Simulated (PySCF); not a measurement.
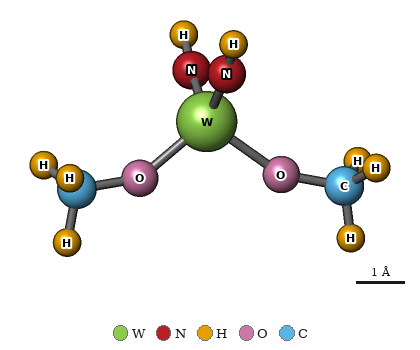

Figure 1. The structure as given in the input (ball-and-stick view, seen at an oblique angle). Sticks mark near contacts. Bond lengths as drawn: C–H 1.02 to 1.17 Å, C–O 1.36 to 1.39 Å, H–N 0.91 to 1.00 Å, N–W 1.81 to 1.84 Å and O–W 1.85 to 1.98 Å.

## C2H8N2O2W: geometry relaxation

System: C2H8N2O2W (W(NH)2(OMe)2), SMILES C[O][W](=[NH])(=[NH])[O]C.
Method: PBE0-D3(BJ)/def2-SVP geometry optimisation, gas phase (PySCF 2.14.0).

It belongs to a series of runs on one base structure; here: ligand (both): Cl to OMe.

The program's output
```
step   0  E = -407.48527656  max force = 0.200314
step   1  E = -407.51836491  max force = 0.066120
step   2  E = -407.52501141  max force = 0.033412
step   3  E = -407.52744146  max force = 0.010928
step   4  E = -407.52798927  max force = 0.003764
step   5  E = -407.52829858  max force = 0.002683
step   6  E = -407.52853286  max force = 0.001921
step   7  E = -407.52858330  max force = 0.001949
step   8  E = -407.52863647  max force = 0.001053
step   9  E = -407.52865536  max force = 0.000885
step  10  E = -407.52866457  max force = 0.000305
optimisation converged
```

Trajectory as extended XYZ (Å, eV, eV/Å), 7 of the 11 frames kept, from step=0 to step=10
```
15
Properties=species:S:1:pos:R:3:forces:R:3 step=0 energy=-11088.23916
W     0.4315    0.1309    0.3466    1.6598   4.8328   0.0216
N     0.1288    0.7764    2.0085    0.3064  -1.5703  -2.9154
H     0.1558    1.1573    2.9373    0.2167   0.2058   0.3261
N     2.1993    0.3562   -0.1301  -10.3006  -2.0392   1.2835
H     3.0986    0.4920   -0.2046    6.4321   1.0991  -0.3114
O    -0.7129    1.2040   -0.8620    1.6913  -2.5308   1.6760
C    -1.0777    2.3199   -1.5536   -0.2602   1.6570   0.8428
H    -0.2203    2.7471   -2.1569   -0.7295  -0.2109   0.3805
H    -1.4644    3.1143   -0.7936    0.6027  -0.7907  -1.2533
H    -1.9352    2.0653   -2.2105    0.2556   0.1569  -0.0780
O    -0.2072   -1.5971    0.2239    0.2306  -0.3586   0.0483
C    -0.0746   -2.9356    0.5576   -4.4984   0.4099   0.0767
H     0.8006   -3.3131    0.2012    3.1533  -1.3700  -0.9910
H    -0.9349   -3.4995    0.0525    0.9718   0.5207   0.4778
H    -0.2202   -3.0943    1.6274    0.2684  -0.0119   0.4158
15
Properties=species:S:1:pos:R:3:forces:R:3 step=2 energy=-11089.32040
W     0.2791    0.1807    0.3002    1.7181  -0.1163   0.9667
N     0.0892    0.7494    1.9668   -0.1627  -0.3168  -0.9397
H     0.2508    1.1132    2.8989    0.1166  -0.0019  -0.0864
N     2.0007    0.3031   -0.1578   -1.0052  -0.1583   0.0328
H     3.0187    0.4473   -0.1697   -0.7181  -0.0150   0.1771
O    -0.7810    1.2020   -0.8523   -0.1376   0.0152  -0.0834
C    -1.0625    2.3746   -1.5307   -0.0302   0.0204  -0.2287
H    -0.1888    2.7360   -2.0917    0.1575  -0.0039  -0.0874
H    -1.3787    3.1756   -0.8537   -0.0732   0.1413   0.2955
H    -1.8825    2.2051   -2.2477    0.0027  -0.0801  -0.0048
O    -0.2754   -1.6272    0.2112    0.0789   0.2714  -0.0903
C    -0.0646   -2.9566    0.5699    0.3849   0.2464   0.0757
H     0.9351   -3.3097    0.2287   -0.2688   0.0936   0.1424
H    -0.8313   -3.5886    0.1066   -0.1443  -0.0757  -0.1386
H    -0.1417   -3.0811    1.6654    0.0814  -0.0204  -0.0310
15
Properties=species:S:1:pos:R:3:forces:R:3 step=3 energy=-11089.38652
W     0.2726    0.1594    0.3021   -0.0624   0.5619  -0.0277
N     0.0826    0.7368    1.9508   -0.0857  -0.1329  -0.2168
H     0.2666    1.1113    2.8730    0.0941   0.0191  -0.0114
N     1.9581    0.2828   -0.1709   -0.0143  -0.1213  -0.1208
H     2.9616    0.4439   -0.1643   -0.1766   0.0349   0.1073
O    -0.7938    1.2036   -0.8633    0.1583  -0.3842   0.2408
C    -1.0567    2.3869   -1.5325    0.0733   0.0977   0.0557
H    -0.1692    2.7399   -2.0868    0.0009   0.0092  -0.0111
H    -1.3669    3.1807   -0.8292    0.0039  -0.0043  -0.0094
H    -1.8755    2.2280   -2.2539    0.0020  -0.0122   0.0008
O    -0.2764   -1.6325    0.2100   -0.0313  -0.0947  -0.0421
C    -0.0504   -2.9523    0.5789    0.0577   0.0197   0.0060
H     0.9495   -3.2917    0.2504   -0.0478   0.0078   0.0302
H    -0.8101   -3.5965    0.1059    0.0140   0.0029   0.0006
H    -0.1249   -3.0764    1.6736    0.0137  -0.0037  -0.0022
15
Properties=species:S:1:pos:R:3:forces:R:3 step=5 energy=-11089.40985
W     0.2179    0.1423    0.2646   -0.1015  -0.1169   0.0356
N     0.0575    0.7197    1.9099   -0.0109   0.0452   0.1084
H     0.3082    1.1016    2.8137    0.0145   0.0067   0.0032
N     1.8928    0.2585   -0.2229    0.1380  -0.0093  -0.1097
H     2.8834    0.4528   -0.1579    0.0787   0.0323   0.0323
O    -0.8347    1.1926   -0.8821   -0.1214   0.0031  -0.0859
C    -1.0382    2.4111   -1.5147    0.0612   0.0121   0.0186
H    -0.1269    2.7453   -2.0420   -0.0058   0.0017   0.0059
H    -1.3288    3.1903   -0.7885   -0.0061   0.0095   0.0006
H    -1.8479    2.3063   -2.2555   -0.0064   0.0070   0.0057
O    -0.3084   -1.6634    0.1890   -0.0816   0.0164  -0.0563
C    -0.0311   -2.9597    0.5995    0.0545   0.0027   0.0520
H     0.9870   -3.2647    0.3006    0.0157  -0.0045  -0.0172
H    -0.7514   -3.6520    0.1340   -0.0074  -0.0042   0.0047
H    -0.1124   -3.0568    1.6966   -0.0214  -0.0016   0.0022
15
Properties=species:S:1:pos:R:3:forces:R:3 step=7 energy=-11089.41759
W     0.1716    0.1107    0.2171   -0.0004   0.0334   0.0997
N     0.0403    0.6986    1.8647    0.0589  -0.0307  -0.1002
H     0.3336    1.0894    2.7525   -0.0307  -0.0027   0.0029
N     1.8450    0.2337   -0.2911    0.0028   0.0212   0.0278
H     2.8265    0.4634   -0.1793    0.0038  -0.0155  -0.0271
O    -0.8909    1.1761   -0.9170   -0.0408  -0.0459  -0.0199
C    -1.0199    2.4353   -1.4916    0.0262   0.0005   0.0216
H    -0.0818    2.7498   -1.9822    0.0005   0.0029  -0.0037
H    -1.2890    3.1914   -0.7332   -0.0004   0.0042   0.0038
H    -1.8175    2.4086   -2.2519   -0.0031   0.0003   0.0013
O    -0.3488   -1.7010    0.1596   -0.0324   0.0433  -0.0290
C    -0.0155   -2.9657    0.6290    0.0361  -0.0230   0.0246
H     1.0234   -3.2312    0.3621   -0.0159   0.0043   0.0025
H    -0.6904   -3.7115    0.1780   -0.0040   0.0038  -0.0014
H    -0.1195   -3.0238    1.7272   -0.0006   0.0040  -0.0030
15
Properties=species:S:1:pos:R:3:forces:R:3 step=8 energy=-11089.41904
W     0.1608    0.1011    0.1958   -0.0195  -0.0417  -0.0174
N     0.0396    0.6916    1.8404    0.0350   0.0050  -0.0093
H     0.3226    1.0848    2.7302   -0.0152   0.0006   0.0064
N     1.8313    0.2266   -0.3261   -0.0118   0.0201   0.0302
H     2.8133    0.4593   -0.2189   -0.0266  -0.0211  -0.0225
O    -0.9168    1.1614   -0.9329    0.0187  -0.0541   0.0139
C    -1.0116    2.4371   -1.4769   -0.0066   0.0447  -0.0032
H    -0.0629    2.7436   -1.9523   -0.0050  -0.0041  -0.0057
H    -1.2702    3.1808   -0.7024    0.0033   0.0015   0.0061
H    -1.8045    2.4487   -2.2429    0.0042  -0.0052  -0.0005
O    -0.3654   -1.7113    0.1474    0.0323   0.0362  -0.0011
C    -0.0103   -2.9617    0.6454   -0.0377   0.0220  -0.0125
H     1.0343   -3.2114    0.3902    0.0124  -0.0069   0.0083
H    -0.6681   -3.7282    0.2039    0.0005   0.0055  -0.0023
H    -0.1251   -2.9985    1.7430    0.0162  -0.0023   0.0096
15
Properties=species:S:1:pos:R:3:forces:R:3 step=10 energy=-11089.41981
W     0.1604    0.1016    0.1953   -0.0157  -0.0012   0.0070
N     0.0456    0.6961    1.8388   -0.0010   0.0017   0.0028
H     0.3146    1.0905    2.7322    0.0075   0.0014  -0.0014
N     1.8269    0.2246   -0.3365    0.0080   0.0005  -0.0108
H     2.8123    0.4468   -0.2488   -0.0005  -0.0016  -0.0010
O    -0.9217    1.1566   -0.9327    0.0052   0.0013  -0.0072
C    -1.0123    2.4350   -1.4745   -0.0055   0.0119   0.0011
H    -0.0648    2.7358   -1.9555   -0.0025  -0.0029   0.0005
H    -1.2619    3.1787   -0.6970    0.0025  -0.0030  -0.0023
H    -1.8087    2.4509   -2.2365   -0.0024   0.0001   0.0040
O    -0.3646   -1.7088    0.1514    0.0150  -0.0149   0.0067
C    -0.0086   -2.9579    0.6512   -0.0139   0.0093  -0.0041
H     1.0353   -3.2092    0.3934    0.0025  -0.0026  -0.0015
H    -0.6686   -3.7247    0.2135   -0.0003   0.0004   0.0045
H    -0.1165   -2.9921    1.7497    0.0008  -0.0005   0.0018
```

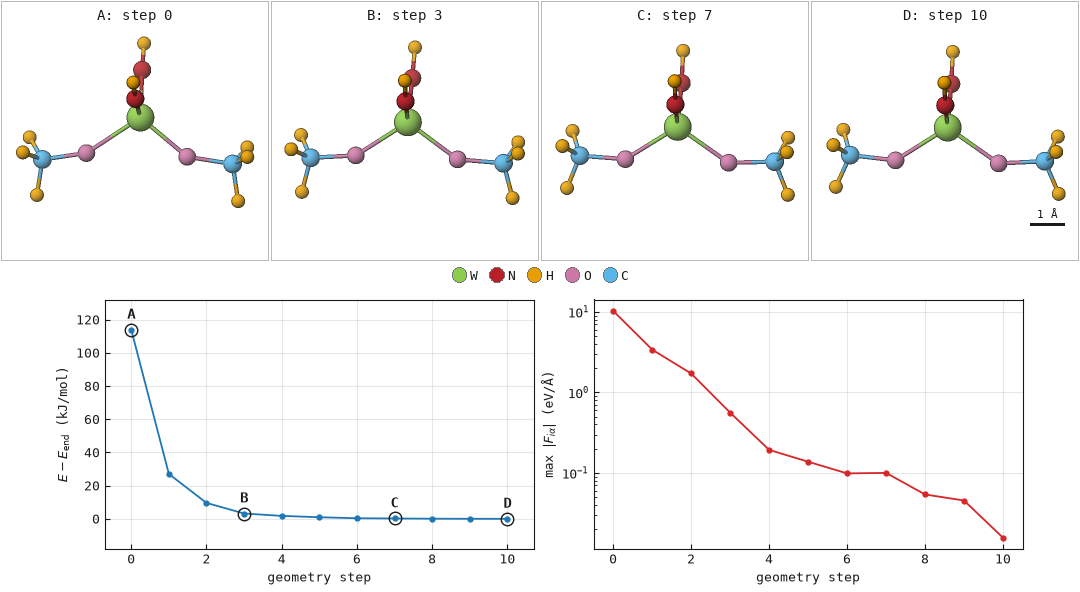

Figure 2. Frames of the relaxation (ball-and-stick view, seen at a tilt) above the curves, on which the letters mark them (steps are counted from 0).

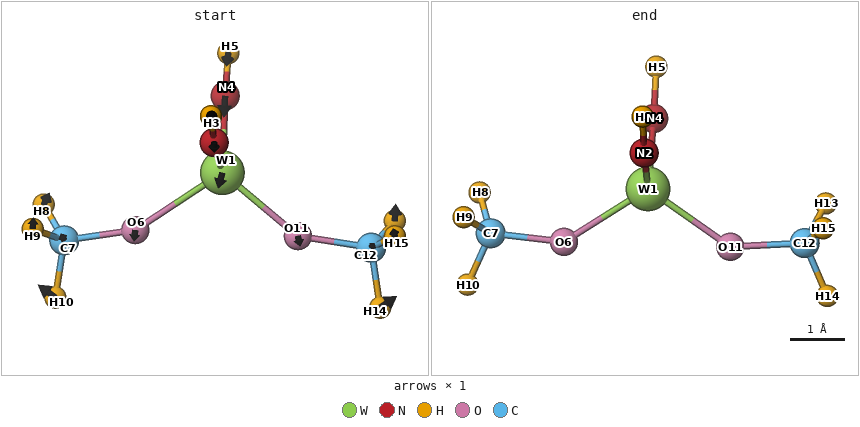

Figure 3. Before (left) and after (right) the relaxation, at one scale (ball-and-stick view, seen at a tilt). The black arrows give the displacements, at true length. The energy falls by 113.9 kJ/mol in 10 geometry steps. The largest force component goes from 10 to 0.016 eV/Å. N4 moves most after the best rigid fit: 0.42 Å. By element the largest moves are N 0.42 Å, H 0.41 Å, W 0.31 Å, O 0.22 Å, C 0.15 Å. Among the contacts that change: N4–H5 0.913 → 1.014 Å, W1–O6 1.980 → 1.886 Å, W1–N4 1.845 → 1.754 Å, C12–H13 1.018 → 1.104 Å. Among the angles that change: W1–N4–H5 169.6° → 155.9°, W1–O6–C7 155.3° → 141.7°, W1–N2–H3 168.8° → 160.4°. (Atoms are counted from 1 in the order of the input.)

The run was set up as follows.

Input
```
{"job": {"xc": "PBE0", "basis": "def2-SVP", "d3": "d3bj", "grid": 1, "maxiter": 30, "shake": 0.03, "kind": "geom"}, "charge": 0, "multiplicity": 1}
W      0.431460     0.130910     0.346600
N      0.128770     0.776390     2.008530
H      0.155830     1.157340     2.937350
N      2.199340     0.356220    -0.130070
H      3.098630     0.492050    -0.204560
O     -0.712930     1.203980    -0.861980
C     -1.077670     2.319860    -1.553580
H     -0.220290     2.747100    -2.156920
H     -1.464370     3.114280    -0.793560
H     -1.935240     2.065270    -2.210520
O     -0.207250    -1.597050     0.223920
C     -0.074560    -2.935560     0.557650
H      0.800630    -3.313090     0.201220
H     -0.934930    -3.499500     0.052480
H     -0.220200    -3.094310     1.627430
```

The first line tells a small driver script what to run in PySCF; the rest is the geometry in Å.

Command:
```bash
OMP_NUM_THREADS=1 python <driver script> task.json out
```

Summary

- outcome: converged
- total energy: −407.528665 hartree
- dipole moment: 1.30 D
- point group: C1
- hardware: 1 CPU thread, shared host
- wall time: 2.2 min
- peak memory: 0.61 GiB
